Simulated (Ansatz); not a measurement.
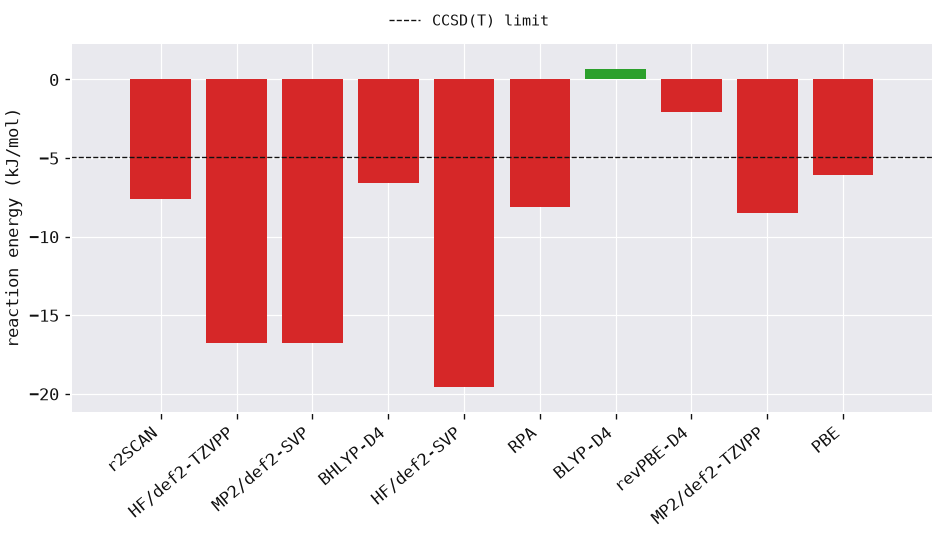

Electronic reaction energy of Si₂H₃OBr ([SiH3]O[Si]Br) [singlet] + CdHOF ([OH][Cd][F]) → CdSiH₃OF ([F][Cd][O][SiH3]) + SiHOBr (O[Si]Br) [singlet] (SMILES in brackets) at several levels (functionals in def2-TZVPP unless a basis is named), isolated molecules at PBE0-D4 triple-zeta geometries, minima by their frequencies, no zero-point or thermal terms, the Ansatz code. The line is frozen-core CCSD(T) at the basis limit (MP2 extrapolated from triple and quadruple zeta, plus CCSD(T) less MP2 in a smaller set). RPA holds a correlation term that converges slowly with the basis, so part of the distance to the limit is basis error. No dispersion term is added to r2SCAN and PBE. The distance of MP2/def2-SVP, HF/def2-SVP and MP2/def2-TZVPP to the limit includes basis error. Core potentials past Kr. The limit lies 4.3 kJ/mol from CCSD(T)/def2-TZVPP, so the line itself is uncertain by a part of that.

What do zero-point energy and temperature add?

Zero-point change 1.1 kJ/mol; at 298.15 K and 1 bar the CCSD(T) limit plus thermal terms gives an enthalpy of reaction of −4.7 and a free energy of −6.4 kJ/mol (harmonic PBE0-D4 modes, ideal gas).

Give the values.

```csv
level,kJ/mol,less CCSD(T) limit
r2SCAN,−7.6,−2.7
HF/def2-TZVPP,−16.8,−11.9
MP2/def2-SVP,−16.8,−11.8
BHLYP-D4,−6.6,−1.7
HF/def2-SVP,−19.6,−14.7
RPA,−8.1,−3.2
BLYP-D4,0.7,5.6
revPBE-D4,−2.1,2.8
MP2/def2-TZVPP,−8.5,−3.6
PBE,−6.1,−1.1
CCSD(T) limit,−4.9,0.0
```

Note: no scalar relativity up to krypton; outer-core shells are correlated without core-valence functions, which makes the correlated values less sure; one conformer of each flexible molecule.
